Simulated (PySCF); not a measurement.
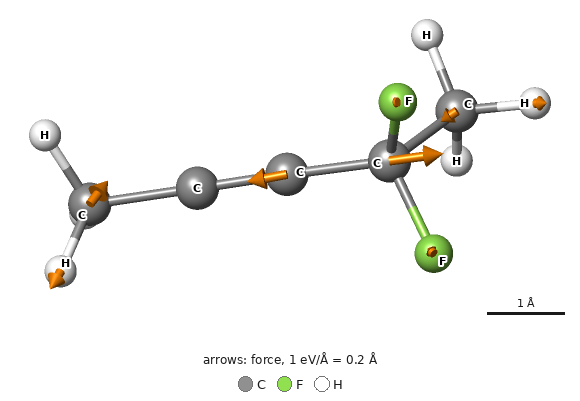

Starting geometry of C₅H₆F₂ with the computed forces as orange arrows. The picture is a ball-and-stick view, seen from a free direction.

The start comes from GFN2-xTB. Its atoms were then displaced at random by about 0.01 Å.

Method: PBE0-D3(BJ)/def2-SVP geometry optimisation, gas phase (PySCF 2.14.0, density-fitted response routines). 

**What follows when this structure is relaxed?**

It isn't relaxed: the largest force vector, on a C atom, is 3.60 eV/Å. The final displacements have little in common with the starting forces (cosine between the two patterns 0.23). After 7 geometry steps the energy has fallen by 17.1 kJ/mol. An H atom moves most after the best rigid fit: 0.15 Å. Largest moves by element: H 0.15 Å, F 0.08 Å, C 0.06 Å. Near-neighbour distances that change, for instance: C–C 1.403 → 1.470 Å, C–H 1.059 → 1.101 Å, C–C 1.537 → 1.509 Å, C–F 1.384 → 1.361 Å. Among the angles between lasting bonds that change: H–C–H 111.7° → 107.9°, C–C–H 108.1° → 111.1°, C–C–F 111.8° → 109.3°. Cost: 65 s on 1 thread of Arm Neoverse V1, on a shared host.
